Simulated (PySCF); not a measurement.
Vertical excitations of a molecule C3H3BO2 from TDDFT-PBE/def2-SVPD in PySCF, as energy in eV (oscillator strength): 2.23 (0.000), 3.87 (0.000), 4.27 (0.000), 4.45 (0.027), 4.58 (0.036), 5.30 (0.029), 5.92 (0.000), 6.07 (0.000), 6.31 (0.014), 6.39 (0.004). Lowest triplet (TDA): 1.67 eV. Coordinates come from a PBE0-D3(BJ)/def2-SVP optimisation. Other conformers were not sampled.

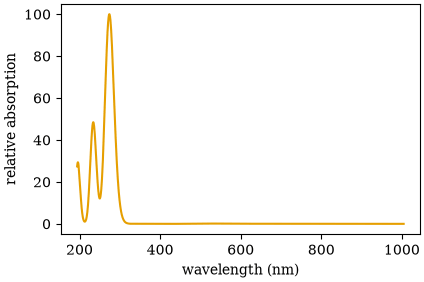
Figure. The lines broadened by 0.4 eV.

Question: Pick the molecule that these values belong to.
A. C#CB1OCO1
B. C#CB(O)C=O
C. O=CB1C=CO1

Answer: B, C#CB(O)C=O
